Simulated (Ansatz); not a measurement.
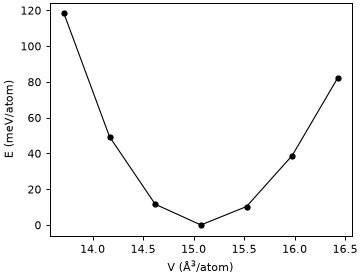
Figure. TiPt3 in space group P6_3/mmc (No. 194; Ti on 2a, Ti on 2c, Pt on 6g, Pt on 6h) under volume change, the program Ansatz at the r²SCAN level (PAW), shape and atoms relaxed at each volume.

What does a third-order Birch–Murnaghan fit give for V₀, B₀ and B′?

V₀ = 15.07 Å³/atom, B₀ = 257 GPa, B′ = 5.0.

The workflow started from a Materials Project entry (that database holds measured and hypothetical structures alike); the Crystallography Open Database copy checked does not list it. COD files the formula under space group No. 164, 221. Its standing as an ambient phase is unchecked. The r²SCAN relaxation kept the symmetry of its start; its stability against distortions is not shown here. The run is not spin-polarised. Scalar-relativistic: spin–orbit coupling is off unless named, which matters more the heavier the elements.

Potentials: the later of the program's two PAW sets.
